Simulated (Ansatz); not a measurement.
## Ligand exchange: SiH3F + B(CH3)2(SH) → SiH3(SH) + B(CH3)2F

Species: SiH3F `F[SiH3]`, singlet; B(CH3)2(SH), singlet; SiH3(SH) (sulfanylsilane), singlet; B(CH3)2F, singlet. The partners trade F for SH: Si–F and B–SH bonds give way to Si–SH and B–F.

Shapes, held fixed at every level: PBE0-D4/def2-TZVP. Programs: Ansatz 0.2.0. The zero-point and thermal change to 298 K, harmonic and unscaled (PBE0-D4/def2-TZVP), is -1.9 kJ/mol.

| level | kind | ΔH(298 K) (kJ/mol) | less CCSD(T)/CBS estimate | CPU time (sum over the molecules) |
| --- | --- | --- | --- | --- |
| r2SCAN-D4/def2-TZVPP | meta-GGA | +6.1 | -5.9 | 32 s |
| BHLYP-D4/def2-TZVPP | global hybrid | +7.1 | -4.9 | 19 s |
| r2SCAN0-D4/def2-TZVPP | global hybrid | +5.3 | -6.7 | 33 s |
| CCSD(T)/def2-SVP | coupled cluster or CI | -2.6 | -14.6 | 17 s |
| CCSD(T)/def2-TZVPP | coupled cluster or CI | +10.3 | -1.7 | 7.5 min |
| CCSD/def2-TZVPP | coupled cluster or CI | +8.9 | -3.1 | – |
| CCSD(T)/CBS estimate | coupled cluster or CI | +12.0 | 0.0 | 9.7 min |

The highest level, CCSD(T)/CBS estimate, gives ΔH(298 K) = +12.0 kJ/mol; the levels span -2.6 to +12.0. They disagree on the sign: 6 of 7 are positive. The column of differences is taken from that level and isn't an error. No measured value is set beside it here. The CBS estimate extrapolates MP2 from def2-TZVPP and def2-QZVPP and adds CCSD(T) − MP2 in the triple-zeta set, cores frozen. Times are processor times on shared x86 and Arm servers, and rough.

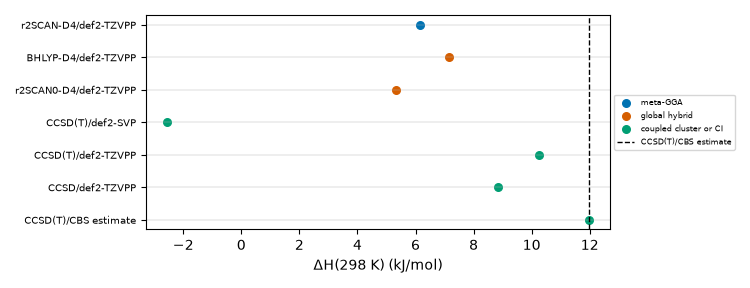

The values of the table, level by level.
